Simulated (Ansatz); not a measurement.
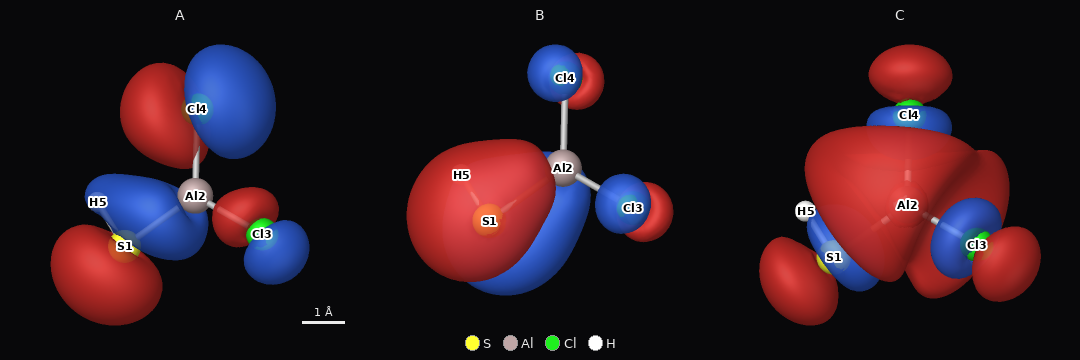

Figure 1: AlCl2HS. Three frontier orbitals at ±0.06 Å⁻³ᐟ² (blue and red are the two phases), in no order.

These are results of RKS PBE0/def2-SVP (Ansatz 0.2.0), not measurements.

```yaml
atoms:
  - { symbol: S, position_ang: [-0.3055, 1.3460, 0.1188] }
  - { symbol: Al, position_ang: [0.3284, -0.7225, 0.1035] }
  - { symbol: Cl, position_ang: [1.9222, -1.3062, 1.3165] }
  - { symbol: Cl, position_ang: [-0.6302, -2.1350, -1.1040] }
  - { symbol: H, position_ang: [-1.2871, 1.1255, -0.7854] }
```

Question: Order the three orbitals by energy and name them.

Answer: A is the HOMO−1 (−9.23 eV). It lies mainly on Cl4 (about 50 %), S1 (about 35 %) and Al2 (about 10 %); it is symmetric in the molecular plane (an in-plane orbital: σ, lone-pair or in-plane π type); largely a combination of lone pairs on Cl4 and S1. B is the HOMO (−8.16 eV). Its weight (Hirshfeld) is mainly on S1 (about 80 %); it changes sign across the molecular plane (π type). C is the LUMO (−0.89 eV). It lies mainly on Al2 (about 50 %), S1 (about 15 %), Cl4 (about 15 %) and Cl3 (about 15 %); it is symmetric in the molecular plane (an in-plane orbital: σ, lone-pair or in-plane π type).

Question: What is the HOMO–LUMO gap?

Answer: 7.27 eV between the orbital energies.
